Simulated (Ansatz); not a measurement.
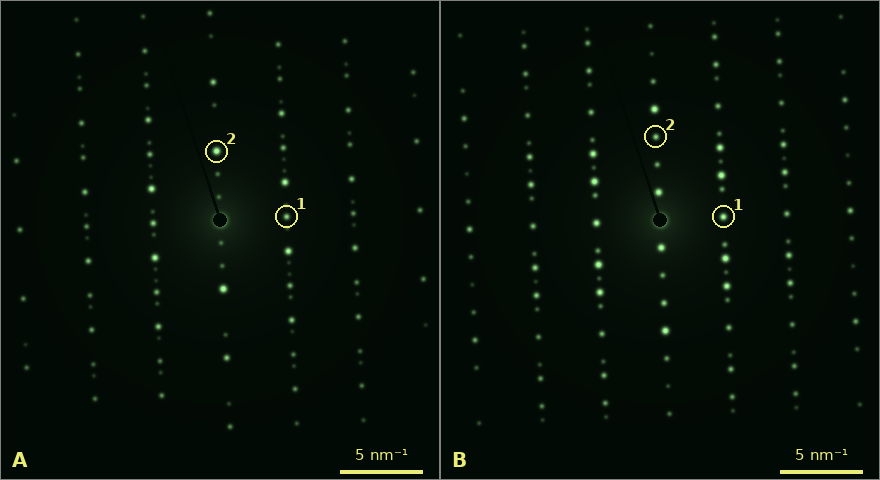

Kinematic electron diffraction patterns (200 kV, B = 0.5 Å², same scale) along [100] of the run's own cell, for the start and the end of one relaxation of Pd2Au with DFT, PAW plane waves, pbe (Ansatz 0.2.0). k mesh 13×13×3. The start is a generated model structure, and the relaxation ends in the nearest stationary point of its symmetry, not necessarily the ground state. Spot 1 is 0 -1 0 and spot 2 is 0 0 -6 in both.

Start structure:

```yaml
crystal:
  lattice:
    - [1.48110, 2.56533, 0.00000]
    - [-1.48110, 2.56533, 0.00000]
    - [0.00000, 0.00000, 11.75449]
  atoms:
    - { symbol: Au, position: [0.33330, 0.33340, 0.25000] }
    - { symbol: Au, position: [0.66660, 0.66670, 0.75000] }
    - { symbol: Pd, position: [0.33330, 0.33340, 0.62500] }
    - { symbol: Pd, position: [0.66660, 0.66670, 0.12500] }
    - { symbol: Pd, position: [0.33330, 0.33340, 0.87500] }
    - { symbol: Pd, position: [0.66670, 0.66670, 0.37500] }
```

Q: Which pattern belongs to the start structure, and which to the relaxed one?

A: B is the start: its cell gives d(1) = 2.565 Å, d(2) = 1.959 Å and an angle of 90.0°. A is the relaxed structure, with d(1) = 2.441 Å (-4.9 %), d(2) = 2.362 Å (+20.6 %) and 90.0°.

Q: Name reflections whose intensity changes strongly on relaxation.

A: 0 0 8, 0 2 5, 0 1 -8 fade out of sight; 0 1 -9, 0 2 9, 0 1 -15 come into sight; 0 1 5 goes from 70 to 0.25 % of the strongest spot; 0 0 2 goes from 75 to 2.1 % of the strongest spot; 0 0 12 goes from 0.86 to 25 % of the strongest spot.

Q: What did the relaxation do to the structure and the energy?

A: The volume changed by +9.1 % to 16.25 Å³ an atom; with the mean shift removed, the atoms moved by up to 0.62 Å relative to the cell (Pd most); the space group stayed P6_3/mmc (No. 194); the free energy fell by 2500 meV an atom. Relaxed cell: a = 2.818 Å, b = 2.818 Å, c = 14.172 Å, α = 90.00°, β = 90.00°, γ = 60.00°.
